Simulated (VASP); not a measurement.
Band structure of LiBr (space group Fm-3m). All values below come from PBE GGA, VASP's PBE PAW potentials (set 64) (plane waves; VASP).

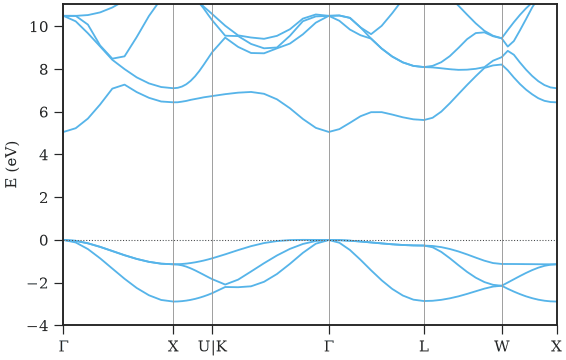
Bands along high-symmetry lines, zero at the valence-band maximum or, without a gap, the Fermi level

Task: Read the plot: is there a gap, and where are the band edges?

Result: The gap is indirect, 5.05 eV, from the valence maximum at K-Γ at 0.78 to the conduction minimum at Γ.

The structure is a typed LiBr crystal (Fm-3m). The cell was not relaxed at this level.
